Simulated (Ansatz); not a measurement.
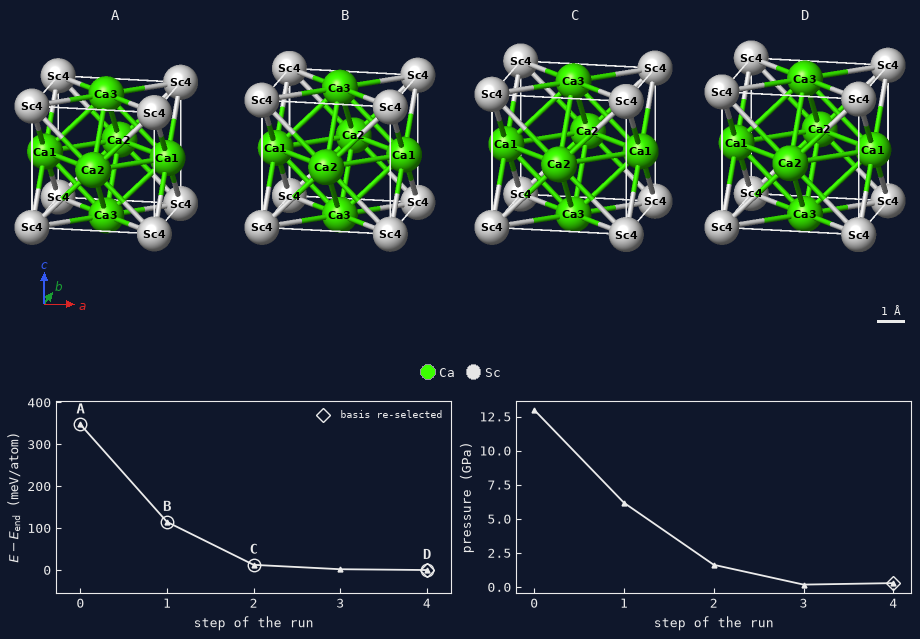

Frames of a relaxation of solid Ca3Sc (a generated structure, set up in Pm-3m) (coarse preliminary run), marked on the history of the run. A ball-and-stick model of the cell of the calculation, seen slightly off an axis.

All numbers below come from DFT PBE, scalar-relativistic, plane waves, PAW in Ansatz 0.2.0.

The input:
```yaml
crystal:
  lattice:
    - [4.71052519, 0.0, 0.0]
    - [0.0, 4.71052519, 0.0]
    - [0.0, 0.0, 4.71052519]
  atoms:
    - { symbol: Ca, position: [0.0, 0.5, 0.5] }
    - { symbol: Ca, position: [0.5, 0.0, 0.5] }
    - { symbol: Ca, position: [0.5, 0.5, 0.0] }
    - { symbol: Sc, position: [0.0, 0.0, 0.0] }
basis:
  ecutwfc: 420
kpoints:
  mp_grid: { grid: [4, 4, 4] }
hamiltonian:
  xc: pbe
scf:
  occupations: { method: gaussian, width: 0.1 }
  lower_state_search: "off"
output:
  forces: true
  stress: true
  eigenvalues: true
relax:
  adjacent_minimum: "off"
  f_tol: 0.04
  max_steps: 70
  cell: { stress_tol: 0.4 }
```

Launched with:
```bash
ansatz run input.yaml --threads 1 --pin off --max-ram 2048MiB --backend cpu --events-out ev --progress --plain --runs-dir out
```

Describe the path.

The energy falls by 347 meV per atom in 3 accepted moves (4 points after the start). All forces vanish by symmetry, so only the cell relaxes. The pressure goes from 12.99 to 0.29 GPa. At 1 point the geometry stayed and the basis and grid were re-selected for the new cell (energy shift of 1.9 meV per atom at most each time). The atoms keep their places relative to the cell (all moves are under 0.005 Å). The drawn cell changes as follows: a = b = c 4.711 → 5.263 Å (+11.7 %); the volume changes by +39.5 %. Some distances before and after: Ca1–Sc4 3.331 → 3.722 Å, Ca1–Ca2 3.331 → 3.722 Å. The space group stays Pm-3m (No. 221). The run took 8.1 s on 1 thread of Intel(R) Xeon(R) Platinum 8488C (Sapphire Rapids), with other jobs on the host, peak memory 0.45 GiB. From step 0 to 1: volume +15.3 %, energy −233 meV per atom. From step 1 to 2: volume +14.6 %, energy −102 meV per atom. From step 2 to 4: volume +5.5 %, energy −12.4 meV per atom.

```json
{"step": "0", "E − E(0), meV/atom": "0.00", "pressure, GPa": "12.99", "volume, Å³/atom": "26.131", "note": ""}
{"step": "1", "E − E(0), meV/atom": "-232.60", "pressure, GPa": "6.18", "volume, Å³/atom": "30.141", "note": ""}
{"step": "2", "E − E(0), meV/atom": "-335.03", "pressure, GPa": "1.63", "volume, Å³/atom": "34.543", "note": ""}
{"step": "3", "E − E(0), meV/atom": "-345.50", "pressure, GPa": "0.18", "volume, Å³/atom": "36.452", "note": ""}
{"step": "4", "E − E(0), meV/atom": "-347.44", "pressure, GPa": "0.29", "volume, Å³/atom": "36.452", "note": "same geometry, new basis"}
```
